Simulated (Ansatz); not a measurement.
# K chain started as a strip of triangles: period, moment and channels by functional

How many channels does the K chain started as a strip of triangles carry, and how sure is the answer?

Method: DFT PBE, plane waves, PAW; relaxation of a chain's period, in the first sound run; inputs show where later runs differ, in Ansatz 0.2.0.

## (1) The starting structure

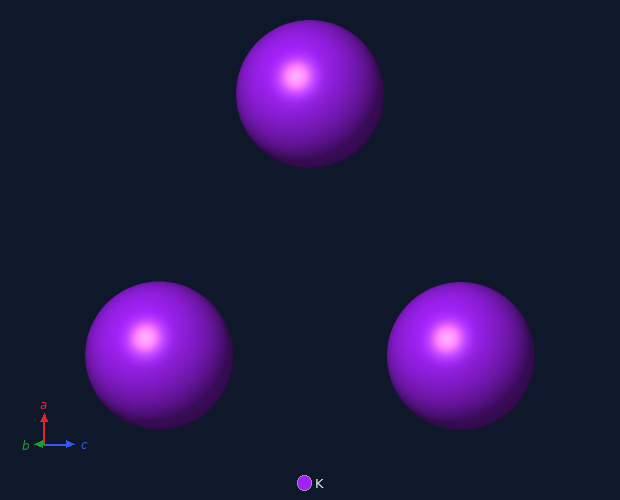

The cell as given, from the side, with the c axis across the page (potassium purple). Some periodic images of atoms are drawn too.

The cell holds 2 atoms: 2 K. Cell: a = 13.500 Å, b = 12.000 Å, c = 3.973 Å, α = 90.0°, β = 90.0°, γ = 90.0°. Vacuum lies along a and b. The structure's axis is c.

## (2) Relaxing the period, level PBE, cutoff 420 eV

Band widths follow the bond lengths, so the chain is relaxed first. The atoms and the third cell vector are free; the box across stays fixed as vacuum. Moments are seeded so that a magnetic state can form if it lies lower. A Fermi-Dirac smearing is set since the result may be a metal. The pressure printed is a third of the stress's trace over the whole box, vacuum included; only the stress along the axis is relaxed.

Contents of input.yaml:

```yaml
crystal:
  lattice:
    - [13.5, 0.0, 0.0]
    - [0.0, 12.0, 0.0]
    - [0.0, 0.0, 3.97271]
  atoms:
    - { symbol: K, position: [0.37429037, 0.5, 0.0], spin: 0.5 }
    - { symbol: K, position: [0.62570963, 0.5, 0.5], spin: 0.5 }
magnetization:
  spin_polarized: true
kpoints:
  mp_grid: { grid: [1, 1, 21] }
scf:
  occupations: { method: fermi_dirac, width: 0.05 }
hamiltonian:
  xc: pbe
relax:
  cell: { fix: [a, b, alpha, beta, gamma] }
  max_steps: 60
```

Run with:

```sh
$ ansatz run input.yaml --threads 8 --pin off --max-ram 16384MiB --backend cpu --events-out ev --progress --plain --runs-dir out
```

Numbers of over 12 decimals in the logs are rounded to 6 here.

Output:

```text
Engine: ansatz 0.2.0, aarch64-unknown-linux-gnu
Pseudopotentials: kind: paw
Pseudopotential: K, paw, valence charge 9, recommended cutoff 420 eV (normal), K.paw.azcp
Functional definition: PBE
  parameter kappa = 0.804
  parameter beta = 0.066725
  exchange = pbe_x(kappa = kappa, mu = beta*pi^2/3)
  correlation = pbe_c(beta = beta)
Crystal: 2 atoms, lattice volume = 643.579 Å³
Basis set: ecut = 420 eV, 12561 PW (Γ), exchange–correlation on 192×162×54 points (8 copies of the dense FFT grid, shifted against one another)
Bands: 14, of which v1, the nominal top of the filled ones, is band 9 counted from 1 (8 counted from 0)
Symmetry: 8 space group operations
Space group: Pmma (ITA 51), of the structure as read, at distance tolerance 8.6e-5 Å
Magnetic group: BNS 51.289 (UNI 387), of the structure as read, at distance tolerance 8.6e-5 Å
k-points: 11 of 21
Non-local potential: K, projectors of the file, l = 0: 3, l = 1: 2, l = 2: 2
PAW form: soft (Blöchl's): semilocal exchange-correlation on the pseudo side does not see the compensation charge
PAW one-centre angular grid: K, 110 points (default); XC on 64 Gauss nodes
Initial density: superposition of atomic densities (neutral atoms: chi_scale 0, normalization atom)
Starting moments: Σ|m| = 1 μB on 2 of 2 sites
Initial wavefunctions: pseudopotential atomic-orbital guess
Functional: x = pbe(κ = 0.804, μ = 0.219515), c = pbe(β = 0.066725)
iter 1 solved again at ethr=1.81e-3 eV; its pass at ethr=3.10e-3 eV (dr2=3.26e-1 eV) is discarded
SCF iter   1: F=—  HF=-3074.599262 eV  |F-HF|=—  |Δ(HF+E_count)|=         —  Δρ=6.45e-3 (↑6.45e-3 ↓5.58e-3)  dr2=3.53e-1  dr2_m=2.03e-1  M=0.111 μB ∫|m|=0.122 μB  β_m=0.30  ethr=1.81e-3  ⟨swp⟩=1.0  Hψ=2686  notcnv=0
preconditioner: auto → LDOS  [metal: Δε(μ)=0.041 eV  Ē_g=2.212 eV  σ=0.050 eV  W_gap=0.20  n_scr=30 (ndim 8)  ℏωp=2.1 eV  f_vac=0.618  D(μ)=2.32/eV (n_scr^D=8)]
spin=Collinear: LDOS preconditioning applied to the charge; magnetization (m = ρ↑ − ρ↓) channel mixes plain (no charge-response kernel on spin).
SCF iter   2: F=—  HF=-3074.620839 eV  |F-HF|=—  |Δ(HF+E_count)|=   2.16e-2  Δρ=4.50e-3 (↑4.50e-3 ↓4.08e-3)  dr2=1.98e-1  dr2_m=1.03e-1  M=0.099 μB ∫|m|=0.106 μB  β_m=0.30  ethr=1.81e-3  ⟨swp⟩=1.5  Hψ=318  notcnv=0
SCF iter   3: F=—  HF=-3074.619432 eV  |F-HF|=—  |Δ(HF+E_count)|=   1.41e-3  Δρ=3.27e-3 (↑2.81e-3 ↓3.27e-3)  dr2=1.73e-2  dr2_m=5.27e-2  M=0.071 μB ∫|m|=0.076 μB  β_m=0.30  ethr=1.10e-3  ⟨swp⟩=3.2  Hψ=561  notcnv=0
SCF iter   4: F=—  HF=-3074.632766 eV  |F-HF|=—  |Δ(HF+E_count)|=   1.33e-2  Δρ=2.18e-3 (↑2.10e-3 ↓2.18e-3)  dr2=3.95e-3  dr2_m=2.68e-2  M=0.060 μB ∫|m|=0.064 μB  β_m=0.30  ethr=9.61e-5  ⟨swp⟩=2.7  Hψ=590  notcnv=0
SCF iter   5: F=—  HF=-3074.639644 eV  |F-HF|=—  |Δ(HF+E_count)|=   6.88e-3  Δρ=1.56e-3 (↑1.50e-3 ↓1.56e-3)  dr2=1.49e-3  dr2_m=1.37e-2  M=0.049 μB ∫|m|=0.053 μB  β_m=0.30  ethr=2.19e-5  ⟨swp⟩=1.6  Hψ=358  notcnv=0
SCF iter   6: F=—  HF=-3074.643480 eV  |F-HF|=—  |Δ(HF+E_count)|=   3.84e-3  Δρ=1.13e-3 (↑1.13e-3 ↓1.05e-3)  dr2=2.54e-4  dr2_m=6.97e-3  M=0.043 μB ∫|m|=0.045 μB  β_m=0.30  ethr=8.28e-6  ⟨swp⟩=2.5  Hψ=538  notcnv=0
SCF iter   7: F=—  HF=-3074.645280 eV  |F-HF|=—  |Δ(HF+E_count)|=   1.80e-3  Δρ=7.81e-4 (↑7.81e-4 ↓7.75e-4)  dr2=2.77e-5  dr2_m=3.56e-3  M=0.037 μB ∫|m|=0.039 μB  β_m=0.30  ethr=1.41e-6  ⟨swp⟩=2.5  Hψ=495  notcnv=0
Mixer restart at iter 7: flushing history
spin-set hold released at iteration 7 (site moments contracting): the magnetisation degrees of freedom join the quasi-Newton model from the next iteration; the mixer history was flushed
SCF iter   8: F=—  HF=-3074.646273 eV  |F-HF|=—  |Δ(HF+E_count)|=   9.93e-4  Δρ=5.59e-4 (↑5.59e-4 ↓5.55e-4)  dr2=1.95e-5  dr2_m=1.83e-3  M=0.033 μB ∫|m|=0.034 μB  β_m=0.65  ethr=1.54e-7  ⟨swp⟩=2.0  Hψ=465  notcnv=0
SCF iter   9: F=—  HF=-3074.647279 eV  |F-HF|=—  |Δ(HF+E_count)|=   1.01e-3  Δρ=1.94e-5 (↑1.94e-5 ↓1.77e-5)  dr2=2.23e-6  dr2_m=1.74e-6  M=0.016 μB ∫|m|=0.018 μB  β_m=0.75  ethr=1.09e-7  ⟨swp⟩=2.0  Hψ=557  notcnv=0
SCF iter  10: F=—  HF=-3074.647314 eV  |F-HF|=—  |Δ(HF+E_count)|=   3.48e-5  Δρ=1.15e-5 (↑1.11e-5 ↓1.15e-5)  dr2=1.19e-6  dr2_m=6.82e-7  M=0.012 μB ∫|m|=0.014 μB  β_m=0.88  ethr=1.24e-8  ⟨swp⟩=2.2  Hψ=489  notcnv=0
SCF iter  11: F=—  HF=-3074.647328 eV  |F-HF|=—  |Δ(HF+E_count)|=   1.43e-5  Δρ=7.43e-6 (↑7.43e-6 ↓6.46e-6)  dr2=2.79e-7  dr2_m=2.22e-7  M=0.008 μB ∫|m|=0.010 μB  β_m=0.87  ethr=6.63e-9  ⟨swp⟩=2.5  Hψ=483  notcnv=0
SCF iter  12: F=—  HF=-3074.647334 eV  |F-HF|=—  |Δ(HF+E_count)|=   5.68e-6  Δρ=3.80e-6 (↑3.80e-6 ↓3.73e-6)  dr2=4.58e-9  dr2_m=8.34e-8  M=0.005 μB ∫|m|=0.006 μB  β_m=0.93  ethr=5.56e-10  ⟨swp⟩=5.0  Hψ=977  notcnv=0
SCF iter  13: F=—  HF=-3074.647338 eV  |F-HF|=—  |Δ(HF+E_count)|=   3.69e-6  Δρ=1.34e-6 (↑1.34e-6 ↓1.02e-6)  dr2=5.29e-9  dr2_m=7.96e-9  M=0.001 μB ∫|m|=0.002 μB  β_m=0.97  ethr=2.54e-11  ⟨swp⟩=5.1  Hψ=975  notcnv=0
SCF iter  14: F=—  HF=-3074.647338 eV  |F-HF|=—  |Δ(HF+E_count)|=   3.38e-7  Δρ=2.23e-7 (↑2.10e-7 ↓2.23e-7)  dr2=2.07e-10  dr2_m=2.63e-10  M=0.000 μB ∫|m|=0.000 μB  β_m=0.98  ethr=2.54e-11  ⟨swp⟩=4.5  Hψ=845  notcnv=0
SCF iter  15: F=-3074.647338 eV  HF=-3074.647338 eV  |F-HF|=9.69e-11  |Δ(HF+E_count)|=   6.32e-9  Δρ=6.51e-8 (↑4.95e-8 ↓6.51e-8)  dr2=7.52e-11  dr2_m=1.41e-11  M=0.000 μB ∫|m|=0.000 μB  ethr=1.15e-12  ⟨swp⟩=2.8  Hψ=623  notcnv=0
WARN: the starting moments were not kept: the SCF closed with an absolute magnetisation of 3.4e-5 μB, where they sum to 1 μB in size (2 sites). That is at most 0.1 of that sum. Measured as dr2_m measures the in/out step, that magnetisation stands 2.1e-11 eV from none, at or under the dr2_threshold of 1.0e-7 eV: it is no larger than a step whose dr2_m would equal this threshold. The system may hold no moment; this SCF [...]
SCF 1 converged in 15 iterations: F = -3074.647338 eV  dr2 = 7.52e-11
  greatest PAW one-centre occupation: 0.989 electrons in one spin orbital (limit 2), on the K atom at site 1 (counted from 0), in its partial waves of l = 0
relax step   1: F+E_penalty+E_count = -3074.64733789 eV  Δ(F+E_penalty+E_count) = +0.000e0 eV  max|allowed force component| = 3.545e-1 eV/Å  Δτ_max = 0.0000 Å  P = +0.238 GPa  Ω = 643.579 Å³  fix = [a, b, alpha, beta, gamma]  reactions: a +0.322, b -0.013 GPa  (15 SCF iters, dr2 threshold 1.00e-7 eV, accepted)
Crystal: 2 atoms, lattice volume = 649.771 Å³
Basis set: ecut = 420 eV, 12705 PW (Γ), exchange–correlation on 192×162×54 points (8 copies of the dense FFT grid, shifted against one another)
Initial density: handed on by an earlier stage of this run
[...]
SCF 3 converged in 11 iterations: F = -3074.795094 eV  dr2 = 8.32e-12
  greatest PAW one-centre occupation: 0.988 electrons in one spin orbital (limit 2), on the K atom at site 1 (counted from 0), in its partial waves of l = 0
relax step   3: F+E_penalty+E_count = -3074.79509436 eV  Δ(F+E_penalty+E_count) = -9.852e-2 eV  max|allowed force component| = 5.726e-2 eV/Å  Δτ_max = 0.1870 Å  P = +0.069 GPa  Ω = 677.718 Å³  energy of the carried Pulay correction = -3.404e-5 eV  fix = [a, b, alpha, beta, gamma]  reactions: a +0.076, b -0.014 GPa  (11 SCF iters, dr2 threshold 2.00e-7 eV, accepted)
[...]
relax step   4: F+E_penalty+E_count = -3074.81108336 eV  Δ(F+E_penalty+E_count) = -1.599e-2 eV  max|allowed force component| = 3.377e-2 eV/Å  Δτ_max = 0.1326 Å  P = -0.003 GPa  Ω = 707.073 Å³  energy of the carried Pulay correction = -6.193e-5 eV  fix = [a, b, alpha, beta, gamma]  reactions: a -0.010, b -0.014 GPa  (11 SCF iters, dr2 threshold 2.00e-7 eV, accepted)
[...]
relax step   5: F+E_penalty+E_count = -3074.81408168 eV  Δ(F+E_penalty+E_count) = -2.998e-3 eV  max|allowed force component| = 3.867e-3 eV/Å  Δτ_max = 0.0714 Å  P = +0.008 GPa  Ω = 709.366 Å³  energy of the carried Pulay correction = -6.406e-5 eV  fix = [a, b, alpha, beta, gamma]  reactions: a +0.017, b -0.014 GPa  (11 SCF iters, dr2 threshold 7.13e-8 eV, accepted)
[...]
relax step   6: F+E_penalty+E_count = -3074.81466323 eV  Δ(F+E_penalty+E_count) = -5.815e-4 eV  max|allowed force component| = 1.181e-3 eV/Å  Δτ_max = 0.0188 Å  P = +0.007 GPa  Ω = 714.386 Å³  energy of the carried Pulay correction = -6.869e-5 eV  fix = [a, b, alpha, beta, gamma]  reactions: a +0.021, b -0.014 GPa  (10 SCF iters, accepted)
[...]
relax step   7: F+E_penalty+E_count = -3074.81487081 eV  Δ(F+E_penalty+E_count) = -2.076e-4 eV  max|allowed force component| = 8.482e-5 eV/Å  Δτ_max = 0.0068 Å  P = +0.002 GPa  Ω = 719.453 Å³  energy of the carried Pulay correction = -7.334e-5 eV  fix = [a, b, alpha, beta, gamma]  reactions: a +0.019, b -0.014 GPa  (11 SCF iters, accepted)
Basis set: ecut = 420 eV, 14079 PW (Γ), exchange–correlation on 192×162×60 points (8 copies of the dense FFT grid, shifted against one another)
Initial wavefunctions: pseudopotential atomic-orbital guess (no wavefunctions were taken with the density)
iter 1 solved again at ethr=2.55e-7 eV; its pass at ethr=3.10e-3 eV (dr2=4.58e-5 eV) is discarded
SCF iter   1: F=—  HF=-3074.815024 eV  |F-HF|=—  |Δ(HF+E_count)|=         —  Δρ=6.13e-6 (↑6.13e-6 ↓6.12e-6)  dr2=1.30e-7  dr2_m=1.26e-12  M=-0.000 μB ∫|m|=0.000 μB  β_m=0.30  ethr=2.55e-7  ⟨swp⟩=5.1  Hψ=3238  notcnv=0
preconditioner: auto → LDOS  [metal: Δε(μ)=0.100 eV  Ē_g=2.010 eV  σ=0.050 eV  W_gap=0.43  n_scr=28 (ndim 8)  ℏωp=2.0 eV  f_vac=0.633  D(μ)=2.72/eV (n_scr^D=8)]
spin=Collinear: LDOS preconditioning applied to the charge; magnetization (m = ρ↑ − ρ↓) channel mixes plain (no charge-response kernel on spin).
SCF iter   2: F=—  HF=-3074.815078 eV  |F-HF|=—  |Δ(HF+E_count)|=   5.39e-5  Δρ=4.24e-6 (↑4.24e-6 ↓4.24e-6)  dr2=5.89e-8  dr2_m=1.14e-12  M=-0.000 μB ∫|m|=0.000 μB  β_m=0.59  ethr=7.25e-10  ⟨swp⟩=3.2  Hψ=542  notcnv=0
SCF iter   3: F=—  HF=-3074.815103 eV  |F-HF|=—  |Δ(HF+E_count)|=   2.53e-5  Δρ=4.49e-7 (↑4.48e-7 ↓4.49e-7)  dr2=1.49e-9  dr2_m=7.83e-13  M=-0.000 μB ∫|m|=0.000 μB  β_m=0.66  ethr=3.27e-10  ⟨swp⟩=4.1  Hψ=612  notcnv=0
SCF iter   4: F=—  HF=-3074.815098 eV  |F-HF|=—  |Δ(HF+E_count)|=   4.83e-6  Δρ=8.28e-8 (↑7.37e-8 ↓8.28e-8)  dr2=3.41e-10  dr2_m=6.01e-13  M=-0.000 μB ∫|m|=0.000 μB  β_m=0.76  ethr=8.29e-12  ⟨swp⟩=3.7  Hψ=604  notcnv=0
SCF iter   5: F=—  HF=-3074.815098 eV  |F-HF|=—  |Δ(HF+E_count)|=   4.09e-9  Δρ=4.00e-8 (↑3.28e-8 ↓4.00e-8)  dr2=9.66e-11  dr2_m=4.39e-13  M=-0.000 μB ∫|m|=0.000 μB  β_m=0.88  ethr=1.90e-12  ⟨swp⟩=2.9  Hψ=498  notcnv=0
SCF iter   6: F=-3074.815098 eV  HF=-3074.815098 eV  |F-HF|=1.22e-10  |Δ(HF+E_count)|=  1.58e-10  Δρ=1.94e-8 (↑1.41e-8 ↓1.94e-8)  dr2=1.39e-11  dr2_m=2.55e-13  M=-0.000 μB ∫|m|=0.000 μB  ethr=1.00e-12  ⟨swp⟩=4.3  Hψ=1315  notcnv=0
the starting moments were not kept: the SCF closed with an absolute magnetisation of 2.2e-5 μB, where they sum to 1 μB in size (2 sites). That is at most 0.1 of that sum. Measured as dr2_m measures the in/out step, that magnetisation stands 7.1e-12 eV from none, at or under the dr2_threshold of 2.0e-11 eV: it is no larger than a step whose dr2_m would equal this threshold.
SCF 8 converged in 6 iterations: F = -3074.815098 eV  dr2 = 1.39e-11
relax step   8: F+E_penalty+E_count = -3074.81509833 eV  Δ(F+E_penalty+E_count) = -2.275e-4 eV  max|allowed force component| = 3.994e-5 eV/Å  Δτ_max = 0.0000 Å  P = +0.003 GPa  Ω = 719.453 Å³  fix = [a, b, alpha, beta, gamma]  reactions: a +0.019, b -0.014 GPa  stress off target by 3.37e-3 GPa on what of the cell is left free  SCF on the basis re-selected at this cell (its energy is not comparable with the rows above)  (6 SCF iters)
basis re-selected at this cell: Δ(F+E_penalty+E_count) = -2.275e-4 eV, ΔP = +0.001 GPa vs the last step (what re-selecting the basis moved, of the pressure what is left beyond the Pulay correction that the steps carried, after the strain that the cell walked since its last selection, with what the two solves' SCF thresholds leave and, on support functions, any second-order correction that the steps lacked; it is no measure of the basis error at this ecutwfc). The dense FFT grid was sized anew with the basis: this SCF ran on 96×81×30 points, the steps before it on 96×81×27, so part of this shift can come from that change (see relax.cell in the input reference). [rest of the remark cut]
SCF converged after 6 iterations
Magnetization: -0.0000 μB (9.0000 up, 9.0000 down)
Absolute magnetization: 0.0000 μB (∫|ρ↑−ρ↓|, with the PAW one-centre terms)
Spin contamination: 0.0000 ħ² per cell (⟨S²⟩ above its minimum at these occupations)
Per-site moments (μB) at R_I (Å): [(-2.8231804427401293e-6, 1.831939), (-2.8231804427233262e-6, 1.831939)]
Free energy (F): -3074.815098 eV
Harris-Foulkes:  -3074.815098 eV  (|F-HF|=1.22e-10)
Internal energy: -3074.793371 eV  (E = F + TS)
E sigma→0 (E₀):  -3074.804235 eV
Entropy (-TS):   -0.021727 eV (-10.864 meV/atom)
Fermi energy:    -1.358154 eV
--- Per-component energies (eV) ---
  E_band       = -348.460889
  E_kinetic    = 503.499878
  E_local      = -2660.381386  (includes V_loc(G=0)·N_el)
  E_nonlocal   = 26.205287
  E_hartree    = 1082.449993
  E_xc         = -266.568932
  E_vxc        = -324.815333  (∫ρ·V_xc dr)
  E_paw        = -1563.742453  (= ΣΔE_a)
  E_vpaw       = -57.869360  (= ΣTr[D̂ρ^β])
  E_aug_tail   = -0.000007  (compensation charges beyond the density's cutoff)
  E_ewald      = -196.255751
  E_smearing   = -0.021727  (= −TS)
  E_closure    = 0.000000  (closes the sum)
  Σ components = -3074.815098   (vs F -3074.815098, Δ=0.00e0)
--- Forces (eV/Å), atoms counted from 1 ---
  atom   1  K     -0.00003994     0.00000000     0.00000000
  atom   2  K      0.00003994     0.00000000     0.00000000
  max |Σ_I F_I| component: 1.36e-20 eV/Å
--- Stress (GPa, compression-positive) ---
        0.018620       0.000000       0.000000
        0.000000      -0.013640       0.000000
        0.000000       0.000000       0.003374
  P = ⅓ Tr σ = 0.0028 GPa (0.028 kbar)
--- Relaxed structure (7 steps of the walk, 7 accepted, 1 SCFs on fresh bases) ---
  F+E_penalty+E_count = -3074.81509833 eV   max|allowed force component| = 3.994e-5 eV/Å   (the final SCF, on the basis selected at the relaxed cell)
  cell:  # Å, volume = 719.4525 Å³
    - [13.5, 0.0, 0.0]
    - [0.0, 12.0, 0.0]
    - [0.0, 0.0, 4.441065]
  atoms:
    - { symbol: K, position: [0.353652, 0.5, 0.0] }
    - { symbol: K, position: [0.646348, 0.5, 0.5] }
```

Wall time 19 s (8 threads of Arm Neoverse V2, shared host); peak memory 1.1 GiB.

Relaxation path:

```
step  energy less that of the first step (eV)  largest force component (eV/Å)  pressure (GPa)  volume (Å³)
   1                                   0.0000                          0.3545            0.24       643.58
   2                                  -0.0492                          0.2685            0.19       649.77
   3                                  -0.1478                          0.0573            0.07       677.72
   4                                  -0.1637                          0.0338            0.00       707.07
   5                                  -0.1667                          0.0039            0.01       709.37
   6                                  -0.1673                          0.0012            0.01       714.39
   7                                  -0.1675                          0.0001            0.00       719.45
  8*                                  -0.1678                          0.0000            0.00       719.45
```

Relaxation steps marked * repeat the geometry before them on a plane-wave basis chosen anew for their cell, so energy and pressure can jump there.

The run keeps the 8 symmetry operations that it works with, so distortions that break them were not tested.

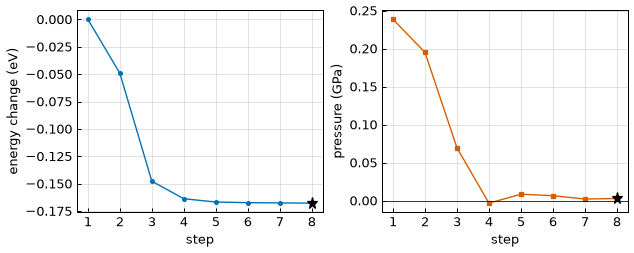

Energy and pressure along the relaxation. Stars mark steps on a basis chosen anew.

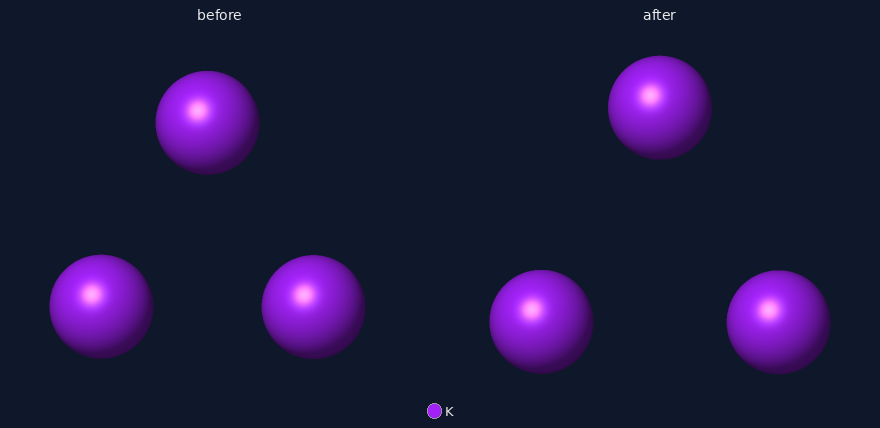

The structure before and after the relaxation, drawn at the same scale.

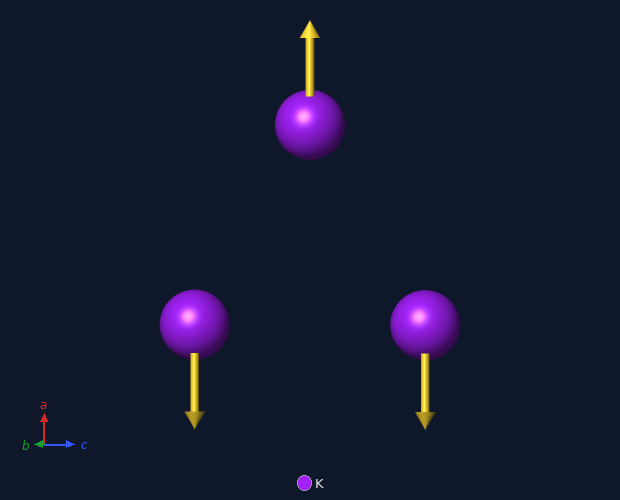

Displacements in the relaxation, exaggerated, measured against the changing cell; the longest in the cell stands for 0.28 Å. Some periodic images of atoms are drawn too.

```
cell as run  before  after   change
      c (Å)   3.973  4.441  +11.8 %
```

The atoms that moved most (Å, along periodic axes as changes of fractional coordinates times the final cell, across vacuum about the mean position):

```
atom      dx     dy     dz  length
  K1  -0.279  0.000  0.000   0.279
  K2   0.279  0.000  0.000   0.279
```

Final coordinates:

```xyz
2
Lattice="13.5000 0.0000 0.0000 0.0000 12.0000 0.0000 0.0000 0.0000 4.4411" Properties=species:S:1:pos:R:3
K     4.7743    6.0000    0.0000
K     8.7257    6.0000    2.2205
```

This step gave:

- energy at zero smearing: -3074.8042 eV
- cell length along the wire: 4.441 Å

The cell's length comes to 4.441 Å with no moment.

(Part 1 of 3 ends here.)

[Logs are printed without paths, hosts, clocks, repeated set-up lines and the standing remarks that a program may print on its own settings, such as how far it seeks lower states.]

[Hosts, paths, dates, database ids (printed as entryN), source tags and the programs' standing remarks are cut or masked in the printed files.]
